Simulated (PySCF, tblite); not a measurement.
**C₄H₁₀F₃NSi₂: geometry, infrared bands and NMR shifts**

Aim: predict the infrared bands and NMR shifts of C₄H₁₀F₃NSi₂ (`C=C[Si@@H](NC[SiH3])C(F)(F)F`).

Programs: tblite 0.8.0 and PySCF 2.14.0, with density-fitted response routines of our own. Each step states its level of theory. These are calculated values for one molecule in the gas phase, unless marked as measured. Atoms are numbered from 0 throughout.

## 1. Starting geometry

20 atoms, charge 0, multiplicity 1; geometry from: force field or distance geometry start.

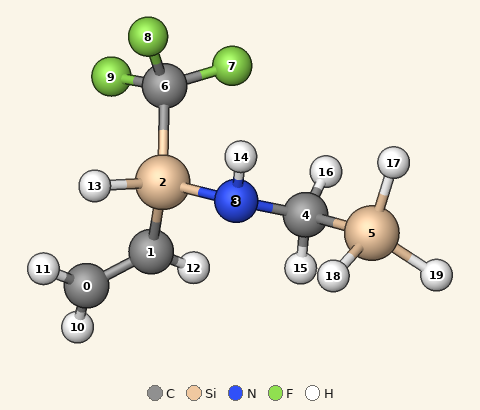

The starting geometry (carbon grey, silicon light orange, nitrogen blue, fluorine green, hydrogen white), atoms numbered.

## 2. Relaxing the molecule with GFN2-xTB

Job settings and geometry (Å):

```
{"job": {"kind": "relax", "xc": "GFN2-xTB", "basis": "xTB"}, "charge": 0, "multiplicity": 1}
C     -2.948100    -1.410300    -0.243200
C     -1.871400    -0.741000    -0.660500
Si    -0.916600     0.251400     0.563200
N      0.780700    -0.193000     0.650600
C      1.499200    -0.234800    -0.569200
Si     3.257000    -0.744900    -0.147700
C     -1.174200     2.100100     0.345900
F     -0.395800     2.641700    -0.648800
F     -0.820600     2.754300     1.530000
F     -2.509300     2.386400     0.108300
H     -3.538200    -2.009000    -0.931900
H     -3.210800    -1.299700     0.810200
H     -1.604900    -0.841600    -1.684700
H     -1.498900    -0.064900     1.895600
H      1.253700     0.467300     1.315000
H      1.082900    -1.084600    -1.163100
H      1.474300     0.693100    -1.167200
H      3.984400     0.418100     0.397400
H      3.195700    -1.758600     0.912800
H      3.955800    -1.319300    -1.315500
```

The run is started by

```sh
$ OMP_NUM_THREADS=1 python probes_run.py task.json out
```

This one command runs all jobs of the session in turn.

**Question.** This job is followed by: GFN2-xTB harmonic vibrations, gas phase; GIAO PBE0/pcSseg-1 NMR shielding, non-relativistic, gas phase. What will the session give for the following? strongest single infrared mode (GFN2-xTB); zero-point energy (GFN2-xTB); 13C shifts against TMS (PBE0/pcSseg-1); 1H shifts against TMS (PBE0/pcSseg-1, means over atoms taken as alike); 29Si shifts against TMS (PBE0/pcSseg-1); 15N shifts against NH3 (PBE0/pcSseg-1); 19F shifts against CFCl3 (PBE0/pcSseg-1, means over atoms taken as alike).

The runs gave:

```
                                                                 quantity                                               value
                                strongest single infrared mode (GFN2-xTB)                                780 cm⁻¹, 378 km/mol
                                             zero-point energy (GFN2-xTB)                                       81.8 kcal/mol
                                   13C shifts against TMS (PBE0/pcSseg-1)                       148.8, 139.6, 138.3, 26.2 ppm
   1H shifts against TMS (PBE0/pcSseg-1, means over atoms taken as alike)  6.81, 6.61, 6.36, 5.12, 3.80, 2.87, 2.67, 0.39 ppm
                                  29Si shifts against TMS (PBE0/pcSseg-1)                                    -33.9, -75.4 ppm
                                   15N shifts against NH3 (PBE0/pcSseg-1)                                            20.7 ppm
19F shifts against CFCl3 (PBE0/pcSseg-1, means over atoms taken as alike)                                           -79.7 ppm
```

Relaxing lowered the energy by 0.777 eV in 298 steps; the close pair that moved most is Si2–C6, from 1.879 to 1.941 Å. No mode is imaginary among the 54: a minimum at this level. The strongest single mode, at 780 cm⁻¹, is spread over several atoms, H19, H17, H18, Si5 among them. Unscaled tight-binding wavenumbers are off by several per cent, some by more. Its intensities can rank the bands wrongly. The most deshielded carbon is C0 (terminal =CH2 carbon), at 148.8 ppm: as expected for a trigonal carbon in a double bond. At PBE0/pcSseg-1: The largest span, 260 ppm, is at C0, where the paramagnetic term is -216 ppm.
